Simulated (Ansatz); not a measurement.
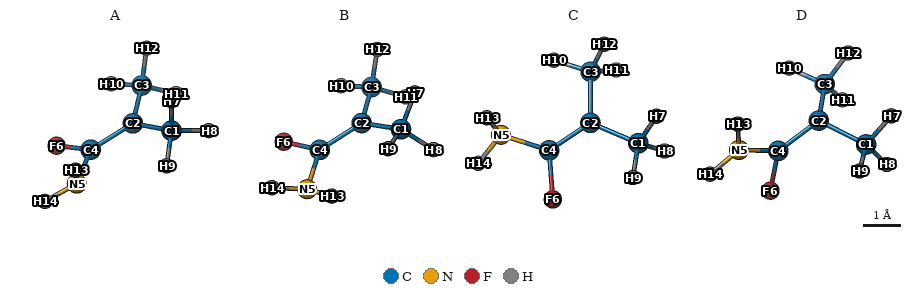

4 geometries from a converged minimum-energy path of C₄H₈FN, shuffled. A ball-and-stick model, seen at a tilt.

Level of theory: RKS PBE/def2-SVP (Ansatz 0.2.0). Run with 5 movable images; climbing image; force threshold 0.05 eV/Å; iteration limit 60; starting path by image-dependent pair potential.

Which frame is the top of the path?

D. In order along the path, whose images run from 0 to 6: C (image 1, +0.06 eV), D (image 3, +2.24 eV), A (image 5, +0.02 eV), B (image 6, 0.00 eV). The motion is a rotation about the C2–C4 bond by about 180°. No bond forms or breaks between the ends. Bond angles that change up to the highest image, for instance: C4–N5–H14 113.7° → 122.4°, H13–N5–H14 111.8° → 120.5°.

Cost: 4.3 min on 2 threads of Arm Neoverse V2, with other jobs on the host, peak memory 0.16 GiB.
